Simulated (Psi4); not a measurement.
# GaH3S (SMILES [SH][GaH2]) at B3LYP/cc-pVTZ

Aim: the vertical ionisation energy of GaH3S at B3LYP/cc-pVTZ, from 2 runs. 

The results are computed with Psi4 1.11.

1 further run of the same task is left out (set aside as unsound or not needed).

### 1 The system as given

GaH3S: 5 atoms, total charge 0, spin state singlet. As SMILES, `[SH][GaH2]`. Geometry: relaxed at PBE0-D4/def2-TZVP.

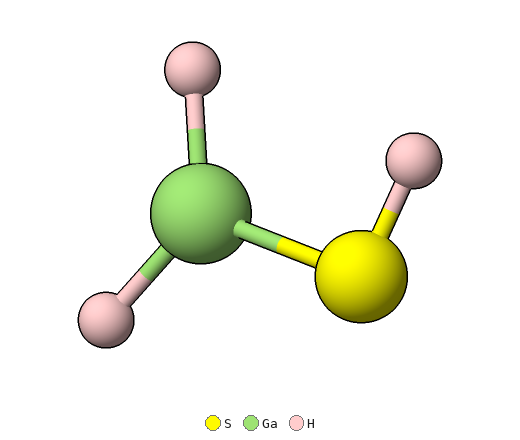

The structure, seen from a chosen angle (sulfur yellow, gallium green, hydrogen pink).

### 2 Energy and gradient at B3LYP/cc-pVTZ

input.inp

```
memory 1600 mb

molecule m {
  S      0.07369932    -2.74633898     1.29332856
  Ga    -0.62228681     0.81862936    -0.72452100
  H      2.38823588    -2.09457244     2.10383209
  H     -3.23369934     1.00627916    -2.07473031
  H      1.48815932     2.87691905    -0.67614401
  units bohr
  symmetry c1
  no_reorient
  no_com
}

set {
  puream true
  e_convergence 1e-09
  d_convergence 1e-08
  scf_type pk
  dft_radial_points 99
  dft_spherical_points 590
}

E, wfn = gradient("b3lyp/cc-pVTZ", return_wfn=True)
oeprop(wfn, "DIPOLE", "WIBERG_LOWDIN_INDICES", "MULLIKEN_CHARGES")
```

Launch:

```console
psi4 input.inp input.out -n 1
```

input.out (excerpt; [...] marks lines left out):

```text
[...]
  Running in c1 symmetry.
[...]
  Nuclear repulsion =  158.606457537656638
[...]
  Multiplicity = 1
[...]
  Nalpha       = 25
  Nbeta        = 25
[...]
    Number of basis functions: 119
[...]
   @RKS iter   1: -2323.28014780638387   -1.74049e+00   1.88802e-02 DIIS/ADIIS
[...]
   @RKS iter  12: -2324.99611232873758   -1.90994e-11   3.49627e-09 DIIS
[...]
    Orbital Energies [Eh]
    ---------------------
    Doubly Occupied:
       1A   -372.584843     2A    -88.887035     3A    -45.948470
       4A    -40.702282     5A    -40.698847     6A    -40.698079
       7A     -7.940158     8A     -5.903431     9A     -5.899937
      10A     -5.897604    11A     -5.517197    12A     -3.805341
      13A     -3.796577    14A     -3.794078    15A     -0.859735
      16A     -0.854780    17A     -0.852163    18A     -0.851509
      19A     -0.849477    20A     -0.720349    21A     -0.462497
      22A     -0.401948    23A     -0.321325    24A     -0.305418
      25A     -0.275175
[...]
  @RKS Final Energy: -2324.99611232873758
   => Energetics <=
    Nuclear Repulsion Energy =            158.6064575376566381
    One-Electron Energy =               -3551.7238398822837553
    Two-Electron Energy =                1150.1267579805785317
    DFT Exchange-Correlation Energy =     -82.0054879646889816
    Empirical Dispersion Energy =           0.0000000000000000
    VV10 Nonlocal Energy =                  0.0000000000000000
    Total Energy =                      -2324.9961123287375813
[...]
  -Total Gradient:
     Atom            X                  Y                   Z
    ------   -----------------  -----------------  -----------------
       1        0.000118397417     0.004492404615    -0.002062868455
       2        0.001203053867    -0.004660506146     0.002786186463
       3       -0.001396751745     0.000223035195    -0.000780544038
       4       -0.000123748339    -0.000074366251    -0.000027523809
       5        0.000198680502     0.000018702209     0.000084916417
[...]
 Multipole Moments:
 ------------------------------------------------------------------------------------
     Multipole            Electronic (a.u.)      Nuclear  (a.u.)        Total (a.u.)
 ------------------------------------------------------------------------------------
 L = 1.  Multiply by 2.5417464519 to convert [e a0] to [Debye]
 Dipole X            :         17.6844783          -17.4690061            0.2154721
 Dipole Y            :         17.1428442          -16.7752878            0.3675565
 Dipole Z            :          2.3447043           -2.4139363           -0.0692320
 Magnitude           :                                                    0.4316469
[...]
  Mulliken Charges: (a.u.)
   Center  Symbol    Alpha    Beta     Spin     Total
       1     S     8.09208  8.09208  0.00000 -0.18417
       2    GA    15.44118 15.44118  0.00000  0.11764
       3     H     0.45061  0.45061  0.00000  0.09878
       4     H     0.50814  0.50814  0.00000 -0.01629
       5     H     0.50798  0.50798  0.00000 -0.01596
   Total alpha = 25.00000, Total beta = 25.00000, Total charge =  0.00000
  Wiberg Bond Indices using Orthogonal Lowdin Orbitals:
[...]
```

Wall time 2.7 min (1 thread of Intel Xeon Platinum 8488C (Sapphire Rapids), shared host); peak memory 1.5 GiB.

### 3 The doublet cation: the energy at UB3LYP/cc-pVTZ

job.dat

```
memory 1600 mb

molecule {
  1 2
  S      0.039000    -1.453300     0.684400
  Ga    -0.329300     0.433200    -0.383400
  H      1.263800    -1.108400     1.113300
  H     -1.711200     0.532500    -1.097900
  H      0.787500     1.522400    -0.357800
  symmetry c1
}

set basis cc-pVTZ
set reference uks
set puream true
set e_convergence 1e-09
set d_convergence 1e-08
set scf_type pk
set dft_radial_points 99
set dft_spherical_points 590
set maxiter 200

e_tot, wfn = energy("b3lyp", return_wfn=True)
oeprop(wfn, "MAYER_INDICES", "WIBERG_LOWDIN_INDICES", "LOWDIN_CHARGES")
print_variables()
```

Launch:

```console
psi4 job.dat job.out -n 1
```

job.out (excerpt; [...] marks lines left out):

```text
[...]
  Running in c1 symmetry.
[...]
  Nuclear repulsion =  158.606457624411775
[...]
  Multiplicity = 2
[...]
  Nalpha       = 25
  Nbeta        = 24
[...]
    Number of basis functions: 119
[...]
   @UKS iter   1: -2323.02307313159872   -1.48342e+00   1.83968e-02 ADIIS/DIIS
[...]
   @UKS iter  15: -2324.62533072205042   -5.45697e-12   7.34255e-09 DIIS
[...]
   @S^2 Observed:                7.540352630E-01
[...]
    Orbital Energies [Eh]
    ---------------------
    Alpha Occupied:
       1A   -372.809003     2A    -89.225162     3A    -46.172835
       4A    -40.926807     5A    -40.923712     6A    -40.921617
       7A     -8.274975     8A     -6.245890     9A     -6.234034
      10A     -6.229825    11A     -5.741556    12A     -4.030114
      13A     -4.022648    14A     -4.015643    15A     -1.092813
      16A     -1.081480    17A     -1.076112    18A     -1.074473
      19A     -1.072839    20A     -1.032168    21A     -0.716744
      22A     -0.666392    23A     -0.612152    24A     -0.565604
      25A     -0.515050
    Alpha Virtual:
[...]
  @UKS Final Energy: -2324.62533072205042
   => Energetics <=
    Nuclear Repulsion Energy =            158.6064576244117745
    One-Electron Energy =               -3538.9533438397756981
    Two-Electron Energy =                1137.5058192899889491
    DFT Exchange-Correlation Energy =     -81.7842637966749919
    Empirical Dispersion Energy =           0.0000000000000000
    VV10 Nonlocal Energy =                  0.0000000000000000
    Total Energy =                      -2324.6253307220504212
[...]
 Multipole Moments:
 ------------------------------------------------------------------------------------
     Multipole            Electronic (a.u.)      Nuclear  (a.u.)        Total (a.u.)
 ------------------------------------------------------------------------------------
 L = 1.  Multiply by 2.5417464519 to convert [e a0] to [Debye]
 Dipole X            :         -1.1200903            1.7221989            0.6021086
 Dipole Y            :          1.6895146           -2.5438084           -0.8542938
 Dipole Z            :         -1.3377305            2.0316173            0.6938867
 Magnitude           :                                                    1.2545244
[...]
```

Run time: 68 s. Hardware: 1 thread of Intel Xeon Platinum 8488C (Sapphire Rapids), shared host; peak memory 1.5 GiB.

### 4 Summary of results

At B3LYP/cc-pVTZ:

| quantity | value |
| --- | --- |
| singlet GaH3S: total energy | -2324.99611 Eh |
| singlet GaH3S: dipole moment | 1.10 D |
| singlet GaH3S: HOMO energy | -7.49 eV |
| singlet GaH3S: LUMO energy | -1.77 eV |
| singlet GaH3S: HOMO–LUMO gap | 5.72 eV |
| singlet GaH3S: largest force on an atom | 0.286 eV/Å |
| doublet cation: total energy | -2324.62533 Eh |
| doublet cation: HOMO energy (highest over α and β) | -14.02 eV |
| doublet cation: LUMO energy (lowest over α and β) | -12.72 eV |
| doublet cation: ⟨S²⟩ | 0.754 |
| vertical ionisation energy (to the doublet cation) | 10.089 eV |

What this shows: The vertical ionisation energy comes to 10.09 eV (233 kcal/mol). The largest force (singlet GaH3S) is 0.29 eV/Å: the shape isn't a stationary point for this species at this level. The negative HOMO energy of the first species, 7.49 eV, lies 2.60 eV below that difference. Mulliken charges (singlet GaH3S) run from -0.18 on S1 to +0.12 on Ga2.
